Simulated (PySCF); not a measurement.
C5H6OSi (SMILES C#C[SiH2]C(=C)C=O)

Input

```
{"job": {"kind": "nmr", "xc": "PBE0", "basis": "pcSseg-1"}, "charge": 0, "multiplicity": 1}
C      2.935186    -1.003262    -0.350244
C      2.069471    -0.230250    -0.036261
Si     0.751596     0.977858     0.451534
C     -0.886644     0.031859     0.261820
C     -1.041249    -1.229292    -0.137258
C     -2.042701     0.848582     0.610992
O     -1.946094     1.994624     0.978295
H      3.691909    -1.681104    -0.626268
H      0.771685     2.112150    -0.473240
H      0.939067     1.354757     1.853327
H     -2.017522    -1.688550    -0.215558
H     -0.196270    -1.845256    -0.398154
H     -3.032822     0.358371     0.520184
```

Command:

```sh
OMP_NUM_THREADS=1 python probes_run.py task.json out
```

Geometry: GFN2-xTB.

Method: PySCF 2.14.0, PBE0/pcSseg-1, SCF density, gas phase, non-relativistic.

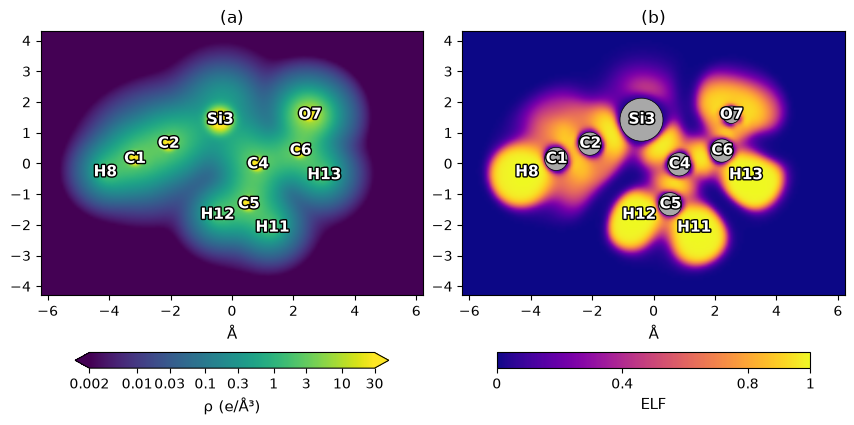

Figure 1. (a) electron density; (b) electron localisation function on the plane of atoms C2, Si3 and C4. Grey discs cover the atomic cores in the ELF map.

> Read the bonding off the picture.

- The plane passes through C, Si, O and H nuclei.
- C–C (1.20 Å): ρ at the midpoint is about 2.8 e/Å³; the ELF peaks at about 0.85 between the atoms (a short, multiple covalent bond).
- C–O (1.21 Å): ρ is about 3.3 e/Å³ halfway; the ELF peaks at about 0.85 between the atoms (a short, multiple covalent bond).
- C–Si (1.85 Å): the density is about 0.92 e/Å³ at the midpoint; the ELF peaks at about 0.95 between the atoms; a shared electron pair.
- C–H (1.05 Å): ρ is about 2.1 e/Å³ halfway; the ELF climbs to about 1 towards the hydrogen, as it does in any bond to H; a covalent bond by its length.
- C–C (1.33 Å): the density is about 2.3 e/Å³ at the midpoint; the ELF peaks at about 0.95 between the atoms (a multiple bond).
- The ELF also peaks beside O7, away from the bonds: lone-pair regions.

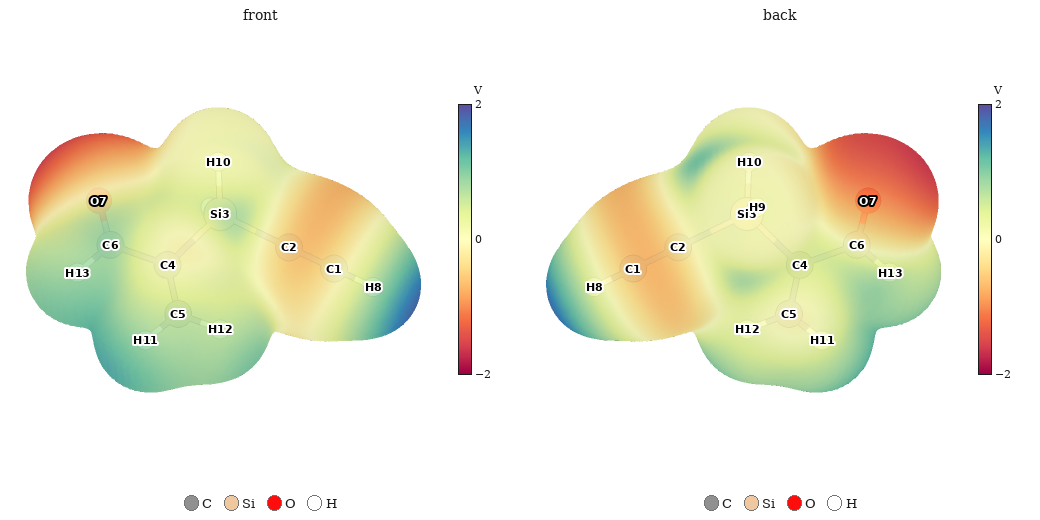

Figure 2. The electrostatic potential painted on the density surface at 0.002 e/bohr³, seen from the front and from behind; red is negative and blue positive.

> Where is the surface potential most negative and most positive?

The most negative region (about −1.6 V) lies over O7, the most positive (about +1.7 V) over H8. O7 is the likeliest acceptor of a hydrogen bond.

> What dipole moment does the calculation give?

Its dipole moment is 3.29 D.
